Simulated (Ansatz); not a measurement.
CsPbCl3 (cubic perovskite): energy over volume and axial ratio

CsPbCl3 (cubic perovskite)

```
CsPbCl3
1.0
    5.61855     0.00000     0.00000
    0.00000     5.61855     0.00000
    0.00000     0.00000     5.61855
Cs Pb Cl
1 1 3
Cartesian
  0.00000   0.00000   0.00000
  2.80928   2.80928   2.80928
  0.00000   2.80928   2.80928
  2.80928   2.80928   0.00000
  2.80928   0.00000   2.80928
```

Two coordinates are scanned: the volume, and the ratio of the stretch along z (the conventional c axis) to the stretch across it. Atoms keep their fractional coordinates.

These are PBEsol (plane waves to 420 eV, PAW, scalar-relativistic; Ansatz, a first-principles code) values and carry that method's errors. k mesh 6×6×6 (Γ-centred), Fermi-Dirac smearing 0.05 eV. Energies are smeared free energies. Stress and pressure are positive under compression. CsPbCl3 was relaxed with its symmetry unable to fall. Spin-orbit coupling is left out, though Pb is heavy. This is a high-temperature form of CsPbCl3. ΔE is measured from the relaxed starting cell.

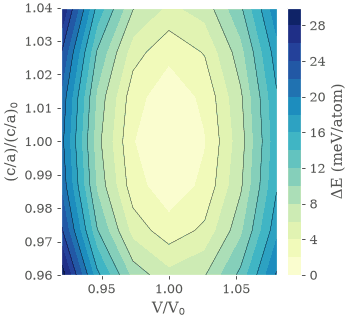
*ΔE (meV/atom) over the 7×7 grid of computed points.*

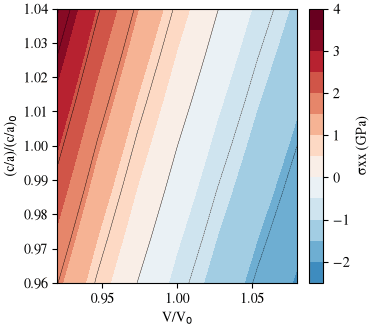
Figure. σxx (GPa) over the 7×7 grid of computed points.

The shear modulus C′ = (C11 − C12)/2 (fit, atoms clamped) comes out as 25 GPa. Highest place on the grid: V/V₀ = 0.920, (c/a)/(c/a)₀ = 0.960 (29.4 meV/atom). Lowest place on the grid: V/V₀ = 1.000, (c/a)/(c/a)₀ = 1.000 (0.0 meV/atom).

Near the relaxed cell σzz − σxx = −2Cδ (compression positive), C being this modulus and δ the logarithm of the ratio.

(A scan under strain: stresses follow from slopes of the energy per volume, elastic moduli from its curvatures.)
